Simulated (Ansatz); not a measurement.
**GeSiH5Cl (SMILES Cl[SiH2][GeH3]): PBE/cc-pVDZ**

What is the vertical singlet–triplet gap of GeSiH5Cl at PBE/cc-pVDZ? 

The calculation is run with Ansatz 0.2.0.

62 further runs of the same task are left out: 62 set aside as unsound or not needed.

**1. The structure to begin with**

GeSiH5Cl: 8 atoms, total charge 0, spin state singlet. SMILES: `Cl[SiH2][GeH3]`. Geometry: relaxed at PBE0-D4/def2-TZVP.

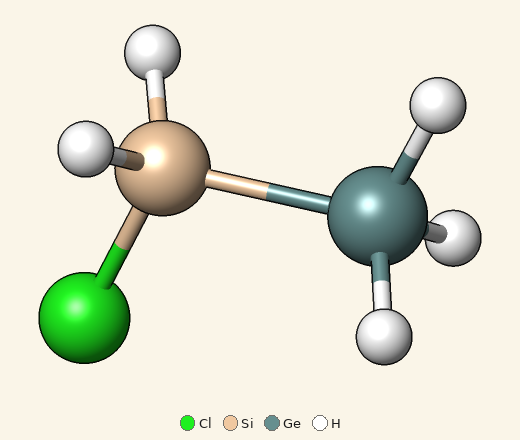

Viewed from a chosen angle; chlorine green, silicon light orange, germanium teal, hydrogen white.

**2. A single-point energy at PBE/cc-pVDZ**

Input file job.yaml:

```yaml
basis:
  gaussian: {orbitals: cc-pVDZ}
crystal:
  periodic: [false, false, false]
  atoms:
    - {symbol: Cl, position_ang: [-2.290300, 1.217200, -0.310600]}
    - {symbol: Si, position_ang: [-0.414100, 0.602600, -0.906900]}
    - {symbol: Ge, position_ang: [0.581500, -0.662200, 0.842700]}
    - {symbol: H, position_ang: [-0.573600, -0.206400, -2.140800]}
    - {symbol: H, position_ang: [0.380700, 1.815700, -1.222200]}
    - {symbol: H, position_ang: [0.711200, 0.201700, 2.106100]}
    - {symbol: H, position_ang: [1.981500, -1.135500, 0.415600]}
    - {symbol: H, position_ang: [-0.284600, -1.890300, 1.160200]}
hamiltonian: {xc: {name: PBE}}
output: {orbitals: {seedname: orbitals}}
accuracy: high
```

Launch:

```sh
ansatz run job.yaml --threads 1 --pin off --max-ram 3480MiB --events-out events.jsonl --progress --plain --runs-dir runs
```

The log of the run:

```text
Warning: RAYON_NUM_THREADS=1 ignored (pool sized by the plan → 1); use --threads N
Functional definition: PBE
  name "PBE"
  parameter kappa = 0.804
  parameter beta = 0.06672455060314922
  exchange = pbe_x(kappa = kappa, mu = beta*pi^2/3)
  correlation = pbe_c(beta = beta)
2044 factors; integrals over basis functions are off by at most 4.4e-9 eV
mean field evaluation 1: about -76981.1264 eV, gradient 1.6e1 eV
mean field evaluation 2: about -76981.8114 eV, gradient 8.3e0 eV
mean field evaluation 4: about -76982.0188 eV, gradient 5.4e-1 eV
mean field evaluation 8: about -76982.0135 eV, gradient 1.4e-2 eV
mean field evaluation 16: about -76982.0135 eV, gradient 2.2e-6 eV
mean field -76982.01350186 eV, -2829.0368159105 hartree, gradient 6.4e-8 eV, S^2 0.000000; 0 other end points of the search recorded, 0 dependent functions left out
reference -76982.01350542 eV, -2829.0368160413 hartree; 34, 34 occupied and 54, 54 virtual orbitals, 2044 factors
Total energy: -76982.01350542 eV, -2829.0368160413 hartree
```

Run time: 9.3 s. Hardware: 1 thread of Arm Neoverse V1, shared host; peak memory 0.23 GiB.

**3. The triplet at the same level**

Input file input.yaml:

```yaml
basis:
  gaussian:
    orbitals: cc-pVDZ
crystal:
  periodic: [false, false, false]
  atoms:
    - {symbol: Cl, position_ang: [-2.290300, 1.217200, -0.310600]}
    - {symbol: Si, position_ang: [-0.414100, 0.602600, -0.906900]}
    - {symbol: Ge, position_ang: [0.581500, -0.662200, 0.842700]}
    - {symbol: H, position_ang: [-0.573600, -0.206400, -2.140800]}
    - {symbol: H, position_ang: [0.380700, 1.815700, -1.222200]}
    - {symbol: H, position_ang: [0.711200, 0.201700, 2.106100]}
    - {symbol: H, position_ang: [1.981500, -1.135500, 0.415600]}
    - {symbol: H, position_ang: [-0.284600, -1.890300, 1.160200]}
magnetization:
  spin_polarized: true
  initial_magnetization: 2
hamiltonian:
  xc: pbe
accuracy: high
output:
  orbitals: {seedname: orbitals}
```

Launch:

```sh
ansatz run input.yaml --threads 1 --pin off --max-ram 3480MiB --events-out events.jsonl --progress --plain --runs-dir runs
```

The log of the run:

```text
Warning: RAYON_NUM_THREADS=1 ignored (pool sized by the plan → 1); use --threads N
Functional definition: PBE
  name "PBE"
  parameter kappa = 0.804
  parameter beta = 0.06672455060314922
  exchange = pbe_x(kappa = kappa, mu = beta*pi^2/3)
  correlation = pbe_c(beta = beta)
2044 factors; integrals over basis functions are off by at most 4.4e-9 eV
mean field evaluation 1: about -76974.8461 eV, gradient 1.3e1 eV
mean field evaluation 2: about -76973.1261 eV, gradient 2.0e1 eV
mean field evaluation 4: about -76976.4345 eV, gradient 2.8e0 eV
mean field evaluation 8: about -76976.4986 eV, gradient 1.1e-1 eV
mean field evaluation 16: about -76976.4987 eV, gradient 7.1e-5 eV
mean field evaluation 32: about -76974.2767 eV, gradient 6.1e0 eV
mean field evaluation 64: about -76976.2130 eV, gradient 1.5e0 eV
mean field -76976.49874704 eV, -2828.8341524087 hartree, gradient 2.6e-8 eV, S^2 2.002180; 6 other end points of the search recorded, 0 dependent functions left out
reference -76976.49875070 eV, -2828.8341525436 hartree; 35, 33 occupied and 53, 55 virtual orbitals, 2044 factors
Total energy: -76976.49875070 eV, -2828.8341525436 hartree
```

Wall time 26 s (1 thread of Arm Neoverse V1, shared host); peak memory 0.32 GiB.

**4. Results**

At PBE/cc-pVDZ:

```
                                        quantity           value
                           singlet: total energy  -2829.03682 Eh
                            singlet: HOMO energy        -6.89 eV
                            singlet: LUMO energy        -1.08 eV
                          singlet: HOMO–LUMO gap         5.81 eV
                           triplet: total energy  -2828.83415 Eh
     triplet: HOMO energy (highest over α and β)        -1.61 eV
                                   triplet: ⟨S²⟩           2.002
vertical energy of the triplet above the singlet        5.515 eV
```

In words: At this shape the triplet lies 5.51 eV (127 kcal/mol) above the singlet.
